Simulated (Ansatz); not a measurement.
In doubt: masses and optical values from hybrid runs of this build are listed as unsure (in some of the runs), which bears on the screening that GW takes from such a start.

Consider BiB4Sb3 (ordered alloy, started on the zincblende lattice) (R3m).

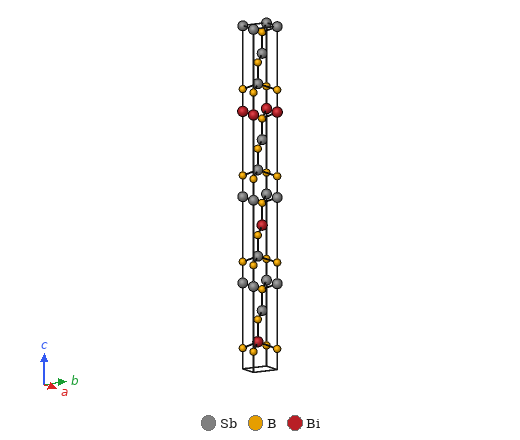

The structure (antimony grey, boron orange, bismuth red). Bonds to atoms that aren't drawn are left out. Some periodic images of atoms are drawn too.

```xyz
8
Lattice="1.8851 1.0884 12.3134 -1.8851 1.0884 12.3134 0.0000 -2.1768 12.3134" Properties=species:S:1:pos:R:3 pbc="T T T"
Sb    0.0000    0.0000    0.0408
B     0.0000    0.0000   25.4172
Sb    0.0000    0.0000   27.7016
B     0.0000    0.0000   16.1365
Sb    0.0000    0.0000   18.4245
B     0.0000    0.0000    6.8453
Bi    0.0000    0.0000    9.2437
B     0.0000    0.0000   34.7161
```

The structure was relaxed with PBE. The runs that relaxed it are not among those shown. Spin-orbit coupling is left out unless a run names it. PAW set soft_2, made with PBE.

Gaps computed with Ansatz 0.2.0 without a self-energy: HSE06 1.16 eV and r2SCAN 0.77 eV.

Q: Estimate the G0W0@HSE06 gap with 4×4×4 mesh, 184 empty bands, screening to 66 eV, default PAW files.

About 1.01 eV: on its mesh the run moves the gap from 1.16 eV by −0.15 eV. Among the scalar-relativistic levels given, HSE06 is nearest (+0.15 eV). Bands and cutoff are finite, so the gap is not at the basis limit. The miss can reach some tenths of an eV and take either sign; the mesh is an error of its own. Where an edge is built on 6p states of lead, bismuth or thallium, scalar-relativistic gaps usually stand too wide, by a few tenths to over one eV. The many-body steps are scalar-relativistic: spin-orbit coupling is not in them.

[Paths, hosts, dates, memory and timing lines, banners, echoed tables and standing remarks are left out of the program output.]

[Logs are printed without paths, hosts, clocks, repeated set-up lines and the standing remarks that a program may print on its own settings, such as how far it seeks lower states.]

[Runs of the session that timed out or met a known fault of the program may be left out.]

[Cells called generated may have been cut or substituted from an entry of the Crystallography Open Database or the Materials Project.]

[Hosts, paths, dates, database ids (printed as entryN), source tags and the programs' standing remarks are cut or masked in the printed files.]
